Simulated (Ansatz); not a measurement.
Breaking the C4–H6 bond in C2H5Al (SMILES C=[CH][AlH2]) (multiplicity 1 held, fragments rigid). Energies count from the point at 1.089 Å.
Geometry at that point (charge 0, multiplicity 1):
```xyz
8

Al    -0.1364     0.1629     1.1626
H     -0.8151     1.5910     1.2176
H      0.1783    -0.6444     2.4857
C      0.2915    -0.5524    -0.5896
C      0.0180     0.1449    -1.6988
H      0.7594    -1.5259    -0.7301
H      0.2417    -0.2199    -2.6984
H     -0.4483     1.1257    -1.6579
```

U- levels take the lowest unrestricted solution at each point, which mixes spins at long bonds. Active spaces are followed from a long bond inwards. Levels need not reach the same state.

Frozen-core correlation.

Codes used: Ansatz (an electronic-structure program). Each number belongs to the level named beside it.

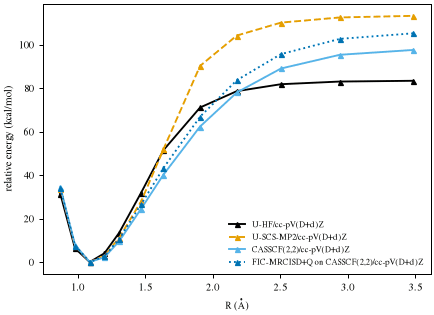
Fig. 1. Relative energy along the coordinate

Doubts at one or more of the structures used: a spin-contaminated determinant (U-HF/cc-pV(D+d)Z, U-SCS-MP2/cc-pV(D+d)Z).
